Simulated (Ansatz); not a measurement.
## Geometry relaxation of CH6AlNO (part 1 of 2)

System: CH6AlNO, SMILES C[NH][AlH][OH].
Method: RKS PBE-D4/def2-SVP (Ansatz 0.2.0).

The geometry: force-field start. Figures and captions count atoms from 1; the log counts them from 0 in places.

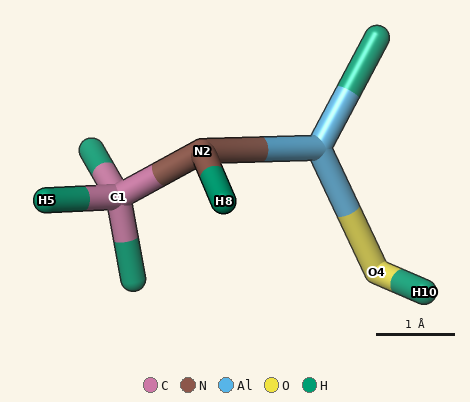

The input geometry (stick view, seen at a tilt; atoms are numbered from 1 in the order of the input). Sticks mark near contacts. Bond lengths as drawn: Al–H 1.65 Å, Al–N 1.90 Å, Al–O 1.91 Å, C–H 1.13 to 1.16 Å, C–N 1.40 Å, H–N 1.06 Å and H–O 0.94 Å.

**Input**
```yaml
crystal:
  periodic: [false, false, false]
  atoms:
    - {symbol: C, position_ang: [-1.306400, 0.242400, -0.596000]}
    - {symbol: N, position_ang: [-0.630000, -0.844100, -0.037300]}
    - {symbol: Al, position_ang: [0.826300, -0.218700, 1.001500]}
    - {symbol: O, position_ang: [2.230600, 0.831700, 0.238700]}
    - {symbol: H, position_ang: [-2.198000, -0.101100, -1.236400]}
    - {symbol: H, position_ang: [-1.776300, 0.939700, 0.198700]}
    - {symbol: H, position_ang: [-0.667500, 0.898700, -1.260200]}
    - {symbol: H, position_ang: [-0.187900, -1.379500, -0.833700]}
    - {symbol: H, position_ang: [0.966900, -0.594200, 2.602000]}
    - {symbol: H, position_ang: [2.825400, 0.173900, -0.074200]}
basis:
  gaussian: {orbitals: def2-SVP}
hamiltonian: {xc: pbe, dispersion: d4}
relax: {f_tol: 0.03, max_steps: 200}
```

Launched with:
```bash
ansatz run in.yaml --threads 2 --pin off --events-out ev --progress --plain --max-ram 4352MiB
```

**Log**
```
Functional definition: PBE
  name "PBE"
  cite "Perdew, Burke & Ernzerhof, Phys. Rev. Lett. 77, 3865 (1996) doi:10.1103/PhysRevLett.77.3865"
  parent pbe
  parameter kappa = 0.804
  parameter beta = 0.06672455060314922
  exchange = pbe_x(kappa = kappa, mu = beta*pi^2/3)
  correlation = pbe_c(beta = beta)
1014 factors; their error is unknown
mean field evaluation 1: about -11238.8109 eV, gradient 8.6e1 eV
mean field evaluation 2: about -11131.0984 eV, gradient 2.0e2 eV
mean field evaluation 4: about -11253.4752 eV, gradient 2.0e1 eV
mean field evaluation 8: about -11254.4040 eV, gradient 9.3e-2 eV
mean field evaluation 16: about -11254.3518 eV, gradient 2.7e-5 eV
mean field -11254.35177828 eV, -413.5897993783 hartree, gradient 2.7e-5 eV, S^2 0.000000; 0 other end points of the search recorded, 0 dependent functions left out
the calculation of the forces begins
reference -11254.35181781 eV, -413.5898008309 hartree; 20, 20 occupied and 70, 70 virtual orbitals, 1014 factors
relax step   1: F+E_penalty+E_count = -11254.50482496 eV  Δ(F+E_penalty+E_count) = +0.000e0 eV  max|allowed force component| = 3.358e0 eV/Å  Δτ_max = 0.0000 Å  (27 SCF iters, accepted)
these checks for a lower state are left out or cut short: starts, cluster_reference, orbital_swaps, neighbouring_geometries, increment
1014 factors; their error is unknown
mean field -11254.84099036 eV, -413.6077775907 hartree, gradient 7.9e-6 eV, S^2 0.000000; 0 other end points of the search recorded, 0 dependent functions left out
[... from here on the field's lines of each further geometry are left out, up to the last ...]
relax step   2: F+E_penalty+E_count = -11254.99497612 eV  Δ(F+E_penalty+E_count) = -4.902e-1 eV  max|allowed force component| = 1.355e0 eV/Å  Δτ_max = 0.1392 Å  (29 SCF iters, accepted)
relax step   3: F+E_penalty+E_count = -11255.16757314 eV  Δ(F+E_penalty+E_count) = -1.726e-1 eV  max|allowed force component| = 1.169e0 eV/Å  Δτ_max = 0.1321 Å  (36 SCF iters, accepted)
relax step   4: F+E_penalty+E_count = -11255.27322434 eV  Δ(F+E_penalty+E_count) = -1.057e-1 eV  max|allowed force component| = 8.627e-1 eV/Å  Δτ_max = 0.2000 Å  (34 SCF iters, accepted)
relax step   5: F+E_penalty+E_count = -11255.36481986 eV  Δ(F+E_penalty+E_count) = -9.160e-2 eV  max|allowed force component| = 7.529e-1 eV/Å  Δτ_max = 0.2000 Å  (35 SCF iters, accepted)
relax step   6: F+E_penalty+E_count = -11255.31263765 eV  Δ(F+E_penalty+E_count) = +5.218e-2 eV  max|allowed force component| = 2.701e0 eV/Å  Δτ_max = 0.1936 Å  (35 SCF iters, rejected (line search))
relax step   7: F+E_penalty+E_count = -11255.42314813 eV  Δ(F+E_penalty+E_count) = -5.833e-2 eV  max|allowed force component| = 5.107e-1 eV/Å  Δτ_max = 0.0968 Å  (28 SCF iters, accepted)
relax step   8: F+E_penalty+E_count = -11255.46194372 eV  Δ(F+E_penalty+E_count) = -3.880e-2 eV  max|allowed force component| = 3.070e-1 eV/Å  Δτ_max = 0.0998 Å  (28 SCF iters, accepted)
relax step   9: F+E_penalty+E_count = -11255.49284101 eV  Δ(F+E_penalty+E_count) = -3.090e-2 eV  max|allowed force component| = 9.179e-2 eV/Å  Δτ_max = 0.1498 Å  (27 SCF iters, accepted)
relax step  10: F+E_penalty+E_count = -11255.49661755 eV  Δ(F+E_penalty+E_count) = -3.777e-3 eV  max|allowed force component| = 9.253e-2 eV/Å  Δτ_max = 0.0614 Å  (28 SCF iters, accepted)
relax step  11: F+E_penalty+E_count = -11255.50063178 eV  Δ(F+E_penalty+E_count) = -4.014e-3 eV  max|allowed force component| = 2.144e-1 eV/Å  Δτ_max = 0.1104 Å  (27 SCF iters, accepted)
relax step  12: F+E_penalty+E_count = -11255.50965204 eV  Δ(F+E_penalty+E_count) = -9.020e-3 eV  max|allowed force component| = 2.498e-1 eV/Å  Δτ_max = 0.0796 Å  (28 SCF iters, accepted)
relax step  13: F+E_penalty+E_count = -11255.52934378 eV  Δ(F+E_penalty+E_count) = -1.969e-2 eV  max|allowed force component| = 2.813e-1 eV/Å  Δτ_max = 0.1175 Å  (26 SCF iters, accepted)
relax step  14: F+E_penalty+E_count = -11255.57444006 eV  Δ(F+E_penalty+E_count) = -4.510e-2 eV  max|allowed force component| = 3.495e-1 eV/Å  Δτ_max = 0.1906 Å  (26 SCF iters, accepted)
relax step  15: F+E_penalty+E_count = -11255.63756114 eV  Δ(F+E_penalty+E_count) = -6.312e-2 eV  max|allowed force component| = 6.784e-1 eV/Å  Δτ_max = 0.1982 Å  (27 SCF iters, accepted)
relax step  16: F+E_penalty+E_count = -11255.70567368 eV  Δ(F+E_penalty+E_count) = -6.811e-2 eV  max|allowed force component| = 5.219e-1 eV/Å  Δτ_max = 0.1985 Å  (27 SCF iters, accepted)
relax step  17: F+E_penalty+E_count = -11255.76065997 eV  Δ(F+E_penalty+E_count) = -5.499e-2 eV  max|allowed force component| = 3.807e-1 eV/Å  Δτ_max = 0.1932 Å  (27 SCF iters, accepted)
relax step  18: F+E_penalty+E_count = -11255.80557219 eV  Δ(F+E_penalty+E_count) = -4.491e-2 eV  max|allowed force component| = 1.032e-1 eV/Å  Δτ_max = 0.1988 Å  (27 SCF iters, accepted)
relax step  19: F+E_penalty+E_count = -11255.81738198 eV  Δ(F+E_penalty+E_count) = -1.181e-2 eV  max|allowed force component| = 3.204e-1 eV/Å  Δτ_max = 0.1995 Å  (28 SCF iters, accepted)
relax step  20: F+E_penalty+E_count = -11255.82374293 eV  Δ(F+E_penalty+E_count) = -6.361e-3 eV  max|allowed force component| = 2.624e-1 eV/Å  Δτ_max = 0.1367 Å  (29 SCF iters, accepted)
relax step  21: F+E_penalty+E_count = -11255.83320773 eV  Δ(F+E_penalty+E_count) = -9.465e-3 eV  max|allowed force component| = 4.020e-2 eV/Å  Δτ_max = 0.0949 Å  (29 SCF iters, accepted)
relax step  22: F+E_penalty+E_count = -11255.83383671 eV  Δ(F+E_penalty+E_count) = -6.290e-4 eV  max|allowed force component| = 2.932e-2 eV/Å  Δτ_max = 0.0299 Å  (30 SCF iters, accepted)
relax step  23: F+E_penalty+E_count = -11255.83376758 eV  Δ(F+E_penalty+E_count) = +6.913e-5 eV  max|allowed force component| = 1.341e-1 eV/Å  Δτ_max = 0.0368 Å  (30 SCF iters, rejected (line search))
the calculation of the forces begins
reference -11255.67796029 eV, -413.6385356679 hartree; 20, 20 occupied and 70, 70 virtual orbitals, 1014 factors
relax step  24: F+E_penalty+E_count = -11255.83404635 eV  Δ(F+E_penalty+E_count) = -2.096e-4 eV  max|allowed force component| = 1.856e-2 eV/Å  Δτ_max = 0.0176 Å  (30 SCF iters, accepted)
1014 factors; their error is unknown
mean field evaluation 192: about -11255.7281 eV, gradient 2.2e-1 eV
```

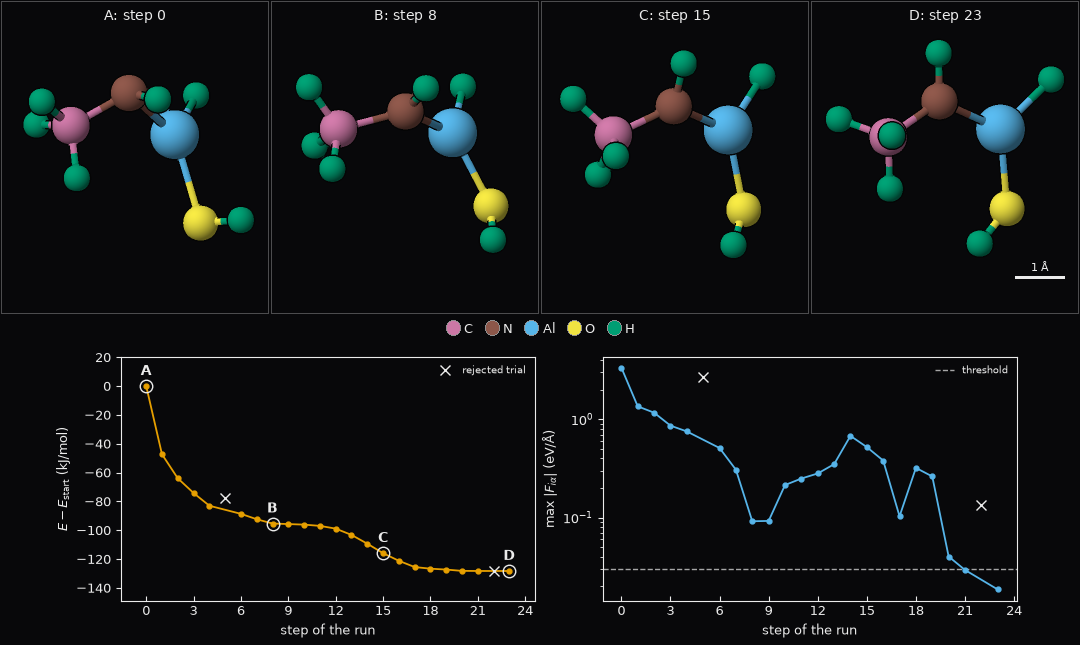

Frames of the relaxation (ball-and-stick view, seen at a tilt) above the curves, on which the letters mark them (the first geometry is step 0 here and step 1 in the log).

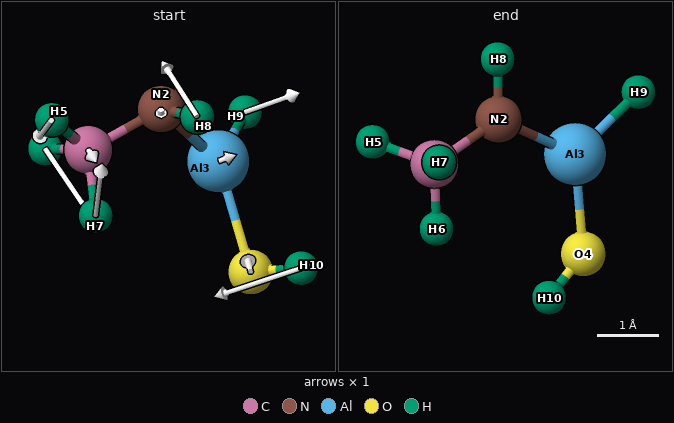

Before (left) and after (right) the relaxation, at one scale (ball-and-stick view, seen at a tilt). The white arrows give the displacements, at true length. The atom that moves furthest after the best rigid fit is H6 (1.82 Å). By element the largest moves are H 1.82 Å, O 0.61 Å, C 0.36 Å, Al 0.35 Å, N 0.26 Å. Distances before and after: Al3–O4 1.912 → 1.720 Å, N2–Al3 1.895 → 1.791 Å, Al3–H9 1.650 → 1.586 Å, C1–N2 1.396 → 1.452 Å. Among the angles that change: Al3–O4–H10 102.3° → 125.6°, C1–N2–Al3 109.6° → 130.0°, Al3–N2–H8 105.0° → 117.9°. Over 23 geometry steps the energy falls by 128.3 kJ/mol. The largest force component goes from 3.4 to 0.019 eV/Å. The line search rejected the trial steps at points 5, 22 (counted from 0) and went back. (Atoms are counted from 1 in the order of the input.)

```
mean field -11255.67792188 eV, -413.6385342566 hartree, gradient 2.2e-5 eV, S^2 0.000000; 1 other end points of the search recorded, 0 dependent functions left out
the calculation of the forces begins
reference -11255.67796029 eV, -413.6385356679 hartree; 20, 20 occupied and 70, 70 virtual orbitals, 1014 factors
Total energy: -11255.83408476 eV, -413.6442731364 hartree
Atom 0 at    -1.085212     0.303350    -0.882601 Å, force     0.000027    -0.000244     0.000791 eV/Å
Atom 1 at    -0.494250    -0.660692     0.027658 Å, force     0.001821    -0.000816     0.002613 eV/Å
Atom 2 at     1.021641    -0.569291     0.976265 Å, force    -0.005079    -0.008300     0.000319 eV/Å
Atom 3 at     2.065613     0.796150     0.912418 Å, force     0.003499    -0.011262     0.006034 eV/Å
Atom 4 at    -2.099931     0.640793    -0.565018 Å, force     0.002290     0.002501    -0.001912 eV/Å
Atom 5 at    -0.453547     1.215337    -0.938141 Å, force    -0.002990    -0.009734    -0.000008 eV/Å
Atom 6 at    -1.181627    -0.078908    -1.926383 Å, force    -0.000975     0.001934     0.002439 eV/Å
Atom 7 at    -1.061824    -1.510187     0.112490 Å, force     0.003511     0.006118    -0.002507 eV/Å
Atom 8 at     1.443301    -1.772993     1.918193 Å, force    -0.000937     0.001241    -0.000753 eV/Å
Atom 9 at     1.928936     1.585241     0.368219 Å, force    -0.001167     0.018562    -0.007015 eV/Å
Dipole moment:    -0.355518     0.126853    -0.310407 e Å
```

**Trajectory as extended XYZ (Å, eV, eV/Å), 24 frames, from step=1 to step=24**
```
10
Properties=species:S:1:pos:R:3:forces:R:3 step=1 energy=-11254.50482
C    -1.3064    0.2424   -0.5960   -2.2377   2.3164  -1.2411
N    -0.6300   -0.8441   -0.0373    2.8138  -1.6382   0.9202
Al    0.8263   -0.2187    1.0015    1.2069   0.6690  -0.5043
O     2.2306    0.8317    0.2387   -3.3575  -0.2719   1.7362
H    -2.1980   -0.1011   -1.2364    0.6234   0.4167   0.4708
H    -1.7763    0.9397    0.1987    0.4924  -0.7245  -0.7042
H    -0.6675    0.8987   -1.2602   -0.4470   0.0622   0.0897
H    -0.1879   -1.3795   -0.8337   -0.5266   0.1428   0.7250
H     0.9669   -0.5942    2.6020   -0.1176   0.2245  -0.6689
H     2.8254    0.1739   -0.0742    1.5499  -1.1971  -0.8235
10
Properties=species:S:1:pos:R:3:forces:R:3 step=2 energy=-11254.99498
C    -1.3126    0.2650   -0.6250   -1.0313   0.9350  -0.4538
N    -0.5515   -0.8120   -0.0398    1.3554  -0.4565   0.0794
Al    0.8847   -0.2723    1.0226    0.4065   0.8762  -0.8357
O     2.1859    0.7884    0.3019   -1.1149  -1.2645   0.7185
H    -2.2188   -0.0967   -1.1942    0.3684   0.0022   0.2170
H    -1.7525    0.9334    0.1698    0.2446  -0.2828  -0.2016
H    -0.7698    0.9583   -1.3333   -0.0616  -0.2235   0.1906
H    -0.1947   -1.4262   -0.8084   -0.3610   0.2027   0.4747
H     0.9560   -0.5768    2.5839   -0.0230  -0.0405  -0.0493
H     2.8564    0.1877   -0.0744    0.2167   0.2517  -0.1397
10
Properties=species:S:1:pos:R:3:forces:R:3 step=3 energy=-11255.16757
C    -1.3414    0.2893   -0.6504    0.0868  -0.1384  -0.0763
N    -0.4759   -0.7430   -0.0520    0.1450   0.0349  -0.5201
Al    0.9145   -0.2361    1.0177   -0.5042  -0.1685  -0.0283
O     2.2104    0.7250    0.4152    1.1687  -0.7270  -0.6399
H    -2.2353   -0.1492   -1.1512    0.0668  -0.0623   0.0564
H    -1.7436    0.9432    0.1465   -0.0620   0.1080   0.1355
H    -0.8602    0.9731   -1.4003    0.0143  -0.1549   0.0826
H    -0.2163   -1.4419   -0.7767   -0.2031   0.2322   0.3456
H     0.9448   -0.6082    2.5508   -0.0437  -0.0241   0.1796
H     2.8861    0.1965   -0.0965   -0.6687   0.9002   0.4649
10
Properties=species:S:1:pos:R:3:forces:R:3 step=4 energy=-11255.27322
C    -1.3538    0.3081   -0.6637    0.1681  -0.3218  -0.2746
N    -0.4286   -0.6887   -0.1417    0.0992   0.4707   0.8627
Al    0.8948   -0.2767    1.0227    0.6078   0.2270  -0.3559
O     2.2860    0.6508    0.5087   -0.0675  -0.5189   0.1857
H    -2.2647   -0.1870   -1.0585   -0.1558   0.1106  -0.0606
H    -1.6977    1.0142    0.1218    0.0663  -0.0064   0.0559
H    -0.9051    0.9094   -1.4872   -0.1913   0.1998  -0.1114
H    -0.3344   -1.4940   -0.7442   -0.0396  -0.4400  -0.3735
H     0.9110   -0.6607    2.5683   -0.1270   0.0511  -0.0375
H     2.9758    0.3733   -0.1231   -0.3602   0.2279   0.1091
10
Properties=species:S:1:pos:R:3:forces:R:3 step=5 energy=-11255.36482
C    -1.3701    0.3012   -0.6939    0.0699   0.1870   0.2815
N    -0.3846   -0.6405   -0.1766   -0.0935  -0.2918  -0.1831
Al    0.9570   -0.3282    0.9884    0.1592   0.4111   0.1468
O     2.4021    0.5624    0.6455    0.5448  -0.4432  -0.6020
H    -2.3145   -0.2033   -1.0025    0.0796   0.0022   0.0482
H    -1.6583    1.0283    0.1057    0.0231  -0.0410  -0.2229
H    -1.0099    0.8942   -1.5684   -0.0849   0.0607  -0.0442
H    -0.4116   -1.5105   -0.7170    0.1070  -0.0364   0.0815
H     0.8624   -0.6458    2.5523   -0.0522  -0.0521  -0.1325
H     3.0107    0.4910   -0.1302   -0.7529   0.2036   0.6267
10
Properties=species:S:1:pos:R:3:forces:R:3 step=6 energy=-11255.31264 accepted=F
C    -1.3368    0.3138   -0.7014   -0.1246  -0.0265   0.0672
N    -0.3521   -0.6344   -0.1863   -0.1296  -0.4380  -0.3990
Al    0.9549   -0.3391    1.0215    0.0535   0.1987   0.0698
O     2.4438    0.4804    0.7088    1.3777   0.2140  -2.6143
H    -2.2938   -0.2029   -0.9592    0.1224   0.1216   0.0371
H    -1.6066    1.0763    0.0702    0.0863  -0.1035  -0.1095
H    -1.0228    0.8861   -1.6139    0.0161  -0.1085   0.0759
H    -0.4158   -1.5452   -0.6790    0.0844   0.4925   0.2867
H     0.8172   -0.6959    2.5725    0.0203  -0.0117  -0.1145
H     2.8951    0.6096   -0.2303   -1.5065  -0.3385   2.7005
10
Properties=species:S:1:pos:R:3:forces:R:3 step=7 energy=-11255.42315
C    -1.3517    0.3018   -0.6927    0.0359   0.0067   0.1453
N    -0.3716   -0.6542   -0.1891   -0.0086  -0.0696  -0.0913
Al    0.9424   -0.3161    1.0040    0.0598   0.1461   0.0272
O     2.4072    0.5326    0.6721    0.3916  -0.2430  -0.4023
H    -2.3279   -0.1840   -0.9236    0.0456   0.0212   0.0150
H    -1.5744    1.0715    0.0840    0.0292  -0.0356  -0.1231
H    -1.0313    0.8519   -1.6114   -0.0418   0.0091  -0.0156
H    -0.3737   -1.5204   -0.7374    0.0248   0.0403   0.0474
H     0.8249   -0.6776    2.5501   -0.0258   0.0109  -0.0479
H     2.9392    0.5433   -0.1528   -0.5107   0.1140   0.4454
```
